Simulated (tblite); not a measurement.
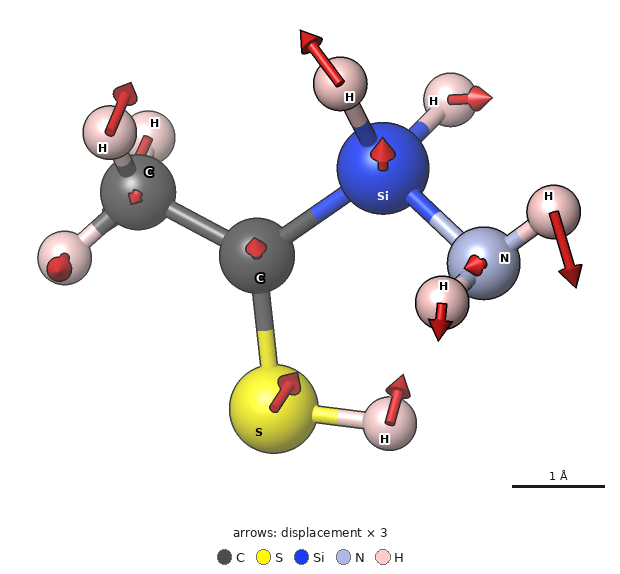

A relaxation of C$_{2}$H$_{8}$NSSi (multiplicity 2). The starting structure is drawn; red arrows show the displacements, magnified 3 times. The two geometries are superimposed by the best rigid fit.

A ball-and-stick model, seen at a tilt.

Theory: GFN2-xTB geometry optimisation, gas phase (tblite). 

> Which element moves most?

Hydrogen: up to 0.41 Å, against 0.22 Å for sulfur.

> Describe the change and its energy.

The largest move after the best rigid fit is that of an H atom, 0.41 Å. Largest moves by element: H 0.41 Å, S 0.22 Å, Si 0.15 Å, N 0.10 Å, C 0.10 Å. Near-neighbour distances that change, for instance: C–Si 1.818 → 1.856 Å, N–Si 1.702 → 1.734 Å, C–C 1.510 → 1.487 Å, H–S 1.352 → 1.333 Å. Bond angles that change, for instance: N–Si–H 104.8° → 117.0°, Si–N–H 108.5° → 117.3°, Si–N–H 109.4° → 117.5°. Groups turn about C–C by about 25°. Over 89 geometry steps the energy falls by 23.9 kJ/mol.
